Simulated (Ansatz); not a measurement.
## Convergence study of the plane-wave cutoff for LuF₃ (P3m1, 4 atoms in the cell)

```
CELL_PARAMETERS angstrom
      3.82734     0.00000     0.00000
     -1.91367     3.31457     0.00000
      0.00000     0.00000     4.21981
ATOMIC_POSITIONS crystal
  Lu 0.00000 0.00000 0.51185
  F  0.33333 0.66667 0.60999
  F  0.66667 0.33333 0.39001
  F  0.00000 0.00000 0.00000
```

Method: PBEsol, default PAW files made with PBE (plane waves; Ansatz, a quantum-chemistry and plane-wave program).

Base settings: basis.ecutwfc = 420 eV; kpoints.mp_grid.grid = 8 8 6; hamiltonian.xc = pbesol; hamiltonian.pseudopotentials = {kind: paw} (the program's default PAW files); scf.occupations.method = fixed.

The second cell is the first with its lattice scaled by 0.98.

The mesh stays at the base's, so the ladder's end is converged at best in this setting alone.

The first pressure column holds Ansatz's estimate of the finite-basis (Pulay) stress, which hides part of the cutoff error; the other is without it.

Only quantities that move along the ladder and can be compared are tabulated.

The count of work is k-points × plane waves × bands × iterations; it is no time. 

The starting cell comes from a database of computed structures (which also holds hypothetical and non-ambient phases and stackings), without a prior relaxation at this level. Its lattice was rescaled by up to half a per cent. One atom was moved a little off its site on purpose. In the base run, with a pressure of about 4 GPa the cell is away from its equilibrium volume at this level.

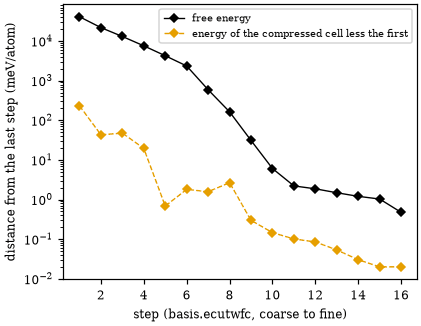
*Distance from the last step along the ladder; very small values are drawn at a floor.*

| basis.ecutwfc | free energy less the last step's (meV/atom) | energy of the compressed cell less the first (meV/atom) | pressure (GPa) | pressure without the Pulay estimate (GPa) | largest difference of a force vector from the last step's (eV/Å) | count of work / last |
|---|---|---|---|---|---|---|
| 145 eV | 41091.10 | -193.94 | 6.90 | -1215.13 | 2.413 | 0.061 |
| 170 eV | 21828.44 | -4.11 | 2.88 | -743.60 | 1.387 | 0.070 |
| 190 eV | 13044.20 | 86.47 | 4.10 | -515.18 | 0.942 | 0.098 |
| 210 eV | 7571.89 | 58.42 | 7.52 | -350.81 | 0.640 | 0.10 |
| 230 eV | 4256.46 | 38.25 | 1.96 | -226.53 | 0.971 | 0.12 |
| 250 eV | 2347.44 | 37.13 | 2.33 | -138.27 | 0.758 | 0.13 |
| 295 eV | 590.51 | 37.36 | 2.39 | -41.20 | 0.047 | 0.15 |
| 335 eV | 163.54 | 36.27 | 2.93 | -11.93 | 0.039 | 0.22 |
| 380 eV | 31.01 | 38.64 | 3.52 | -0.25 | 0.007 | 0.26 |
| 420 eV | 6.07 | 39.09 | 3.53 | 2.76 | 0.001 | 0.30 |
| 460 eV | 2.21 | 39.04 | 3.53 | 3.44 | 0.001 | 0.31 |
| 505 eV | 1.87 | 39.02 | 3.52 | 3.51 | 0.000 | 0.35 |
| 565 eV | 1.49 | 38.99 | 3.52 | 3.49 | 0.000 | 0.42 |
| 630 eV | 1.21 | 38.97 | 3.51 | 3.50 | 0.000 | 0.49 |
| 735 eV | 1.03 | 38.95 | 3.51 | 3.49 | 0.000 | 0.63 |
| 840 eV | 0.48 | 38.95 | 3.51 | 3.47 | 0.000 | 0.76 |
| 1010 eV | 0.00 | 38.94 | 3.51 | 3.50 | 0.000 | 1.0 |

Coarsest basis.ecutwfc that holds the energy of the compressed cell less the first within 2 meV/atom of the last step, with all finer ones: 380 eV, at 0.26 of the last step's count of work; the step before is off by 2.7 meV/atom.

Coarsest basis.ecutwfc that holds the pressure within 0.2 GPa of the last step, with all finer ones: 380 eV, at 0.26 of the last step's count of work; the step before is off by 0.58 GPa.

Coarsest basis.ecutwfc that holds the free energy within 5 meV/atom of the last step, with all finer ones: 460 eV, at 0.31 of the last step's count of work; the step before is off by 6.1 meV/atom.

The energy difference between the two cells stays within 1 meV/atom of the last step's from 380 eV on, the total only from 840 eV on: much of the error is common to both cells and cancels.

Two neighbours can agree and both be off: 250 eV and 295 eV differ by 0.23 meV/atom in the energy of the compressed cell less the first, yet lie about 1.6 meV/atom from the last step.

At the lowest cutoff the pressure without the Pulay estimate lies 1220 GPa under the last step's, the usual sign of Pulay stress in an incomplete plane-wave basis.

Keys are those of Ansatz 0.2.
